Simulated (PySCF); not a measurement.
# NMR shielding calculation, with input and output: C2H9NOSi

C2H9NOSi, computed with GIAO PBE0/pcSseg-1 NMR shielding, non-relativistic, gas phase (PySCF 2.14.0).

The geometry comes from this level: GFN2-xTB. It belongs to a series of runs on one base structure; here: PBE0/pcSseg-1; conv 1e-06. Figures and captions count atoms from 1; the log counts them from 0 in places.

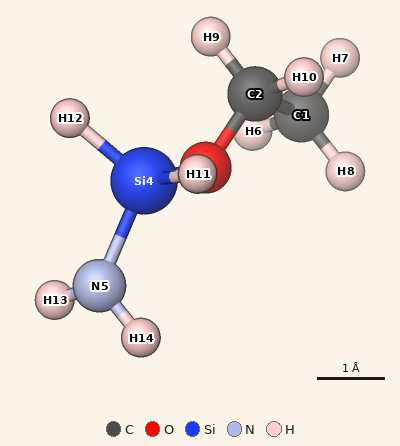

Figure 1. The structure as given in the input (ball-and-stick view, seen at a tilt; atoms are numbered from 1 in the order of the input). Bond lengths as drawn: C–C 1.52 Å, C–H 1.09 to 1.10 Å, C–O 1.40 Å, H–N 1.01 Å, H–Si 1.46 Å, N–Si 1.72 Å and O–Si 1.63 Å.

**Key numbers**

| quantity | value |
| --- | --- |
| outcome | converged |
| total energy | −500.751713 hartree |
| HOMO | −7.56 eV |
| LUMO | 1.22 eV |
| dipole moment | 1.11 D |
| isotropic shielding, C | 127.0 to 166.2 ppm |
| isotropic shielding, O | 275.2 ppm |
| isotropic shielding, Si | 385.9 ppm |
| isotropic shielding, N | 239.8 ppm |
| isotropic shielding, H | 27.0 to 30.8 ppm |
| hardware | 1 CPU thread, shared host |
| wall time | 46 s |
| peak memory | 0.76 GiB |

**Remarks**

Settings chosen away from the usual ones: PBE0/pcSseg-1; conv 1e-06.

**Input**
```
{"job": {"kind": "nmr", "xc": "PBE0", "basis": "pcSseg-1", "pop": true, "scf": {"conv": 1e-06}}, "charge": 0, "multiplicity": 1}
C     -2.207213     0.719907    -0.138007
C     -1.163892    -0.169255     0.523216
O      0.080732     0.045354    -0.075650
Si     1.520176    -0.639780     0.248052
N      2.698074     0.016789    -0.815017
H     -2.272128     0.489120    -1.198293
H     -3.178749     0.560703     0.321922
H     -1.926454     1.764368    -0.028357
H     -1.444014    -1.225571     0.419014
H     -1.098926     0.054824     1.595934
H      1.948975    -0.324869     1.611277
H      1.474385    -2.081287     0.000641
H      2.622269    -0.197486    -1.796136
H      2.946087     0.986711    -0.705696
```

The first line tells a small driver script what to run in PySCF; the rest is the geometry in Å.

Launched with:
```bash
OMP_NUM_THREADS=1 python <driver script> task.json out
```

**Log**
```
final grid: 104896 points
cycle   1  E = -500.6425310629  dE =  4.259e-01  |g| = 7.586e-01  |ddm| = 3.139e+00
cycle   2  E = -500.5038410002  dE =  1.387e-01  |g| = 1.142e+00  |ddm| = 1.622e+00
cycle   3  E = -500.7494932846  dE = -2.457e-01  |g| = 1.058e-01  |ddm| = 1.143e+00
cycle   4  E = -500.7512545127  dE = -1.761e-03  |g| = 4.706e-02  |ddm| = 1.015e-01
cycle   5  E = -500.7516953372  dE = -4.408e-04  |g| = 8.906e-03  |ddm| = 3.550e-02
cycle   6  E = -500.7517105398  dE = -1.520e-05  |g| = 2.996e-03  |ddm| = 7.663e-03
cycle   7  E = -500.7517125788  dE = -2.039e-06  |g| = 2.685e-04  |ddm| = 2.170e-03
cycle   8  E = -500.7517125951  dE = -1.625e-08  |g| = 8.761e-05  |ddm| = 3.620e-04
converged SCF energy = -500.7517125951

GIAO shielding tensors (ppm)
atom      isotropic    diamagn.    paramagn.     s11        s22        s33       span
  0 C      166.159     247.011     -80.852    148.727    164.178    185.571     36.844
  1 C      126.957     242.560    -115.602    100.332    113.186    167.355     67.023
  2 O      275.243     402.617    -127.374    250.427    268.163    307.139     56.711
  3 Si     385.853     881.372    -495.520    343.790    392.118    421.650     77.860
  4 N      239.768     319.934     -80.166    224.305    233.946    261.053     36.748
  5 H       30.256      29.909       0.347     26.737     28.577     35.453      8.715
  6 H       30.774      27.981       2.794     26.969     27.822     37.532     10.562
  7 H       30.256      29.911       0.345     26.736     28.581     35.450      8.714
  8 H       27.802      30.321      -2.519     22.657     27.982     32.767     10.110
  9 H       27.804      30.324      -2.520     22.655     27.986     32.770     10.116
 10 H       27.038      30.336      -3.298     23.335     25.416     32.363      9.028
 11 H       27.038      30.335      -3.297     23.330     25.420     32.362      9.032
 12 H       30.765      32.052      -1.287     24.399     26.627     41.268     16.869
 13 H       30.762      32.047      -1.285     24.404     26.614     41.267     16.863
```

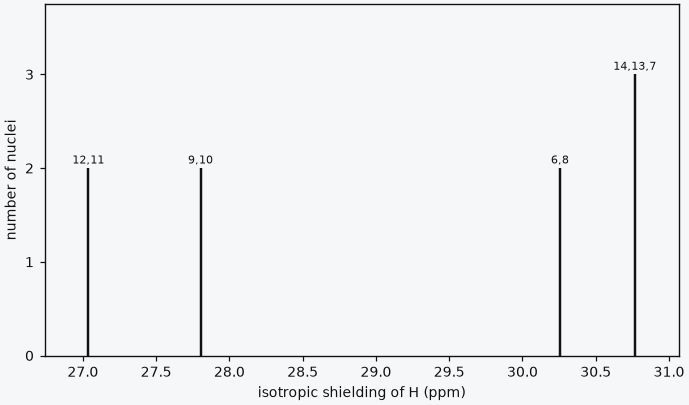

Figure 2. Isotropic shieldings of the hydrogen nuclei in this fixed geometry, labelled by atom number; shielding grows to the right, so chemical shift grows to the left. The least shielded is H12 (27.0 ppm), the most shielded H7 (30.8 ppm).

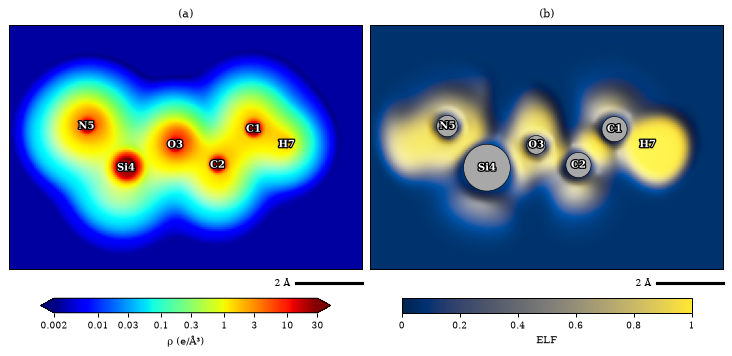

Figure 3. (a) electron density; (b) ELF on the plane of atoms C2, C1 and H7. Grey discs, where drawn, cover atomic cores. Atoms in the plane: C, O, Si, N and H. C–C (1.52 Å): ρ at the midpoint is about 1.7 e/Å³; the ELF peaks at about 0.95 between the atoms, which marks localised, shared-pair bonding. Si–N (1.72 Å): ρ at the midpoint is about 1.1 e/Å³; the ELF peaks at about 0.90 between the atoms, which marks a shared but strongly polarised pair. C–H (1.09 Å): ρ at the midpoint is about 2 e/Å³; the ELF climbs to about 1 towards the hydrogen, as it does in any bond to H; a covalent bond by its length.

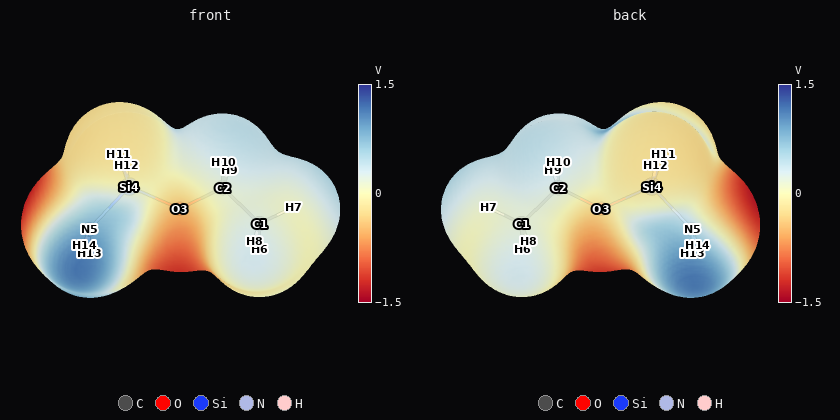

Figure 4. The molecular electrostatic potential painted on the density surface at 0.001 e/bohr³, seen face on and from behind; red is negative and blue positive. A positive charge is drawn to the negative regions and a negative charge to the positive ones. Its dipole moment is 1.11 D.

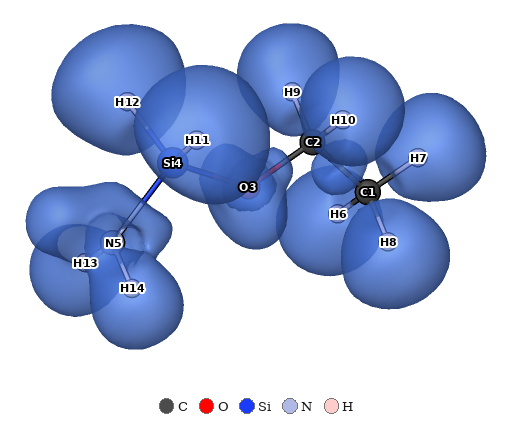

Figure 5. Isosurface of the ELF at 0.75 (blue), seen at a tilt. Core shells and regions of very low density are left out. Along the contacts the grid gives the following.
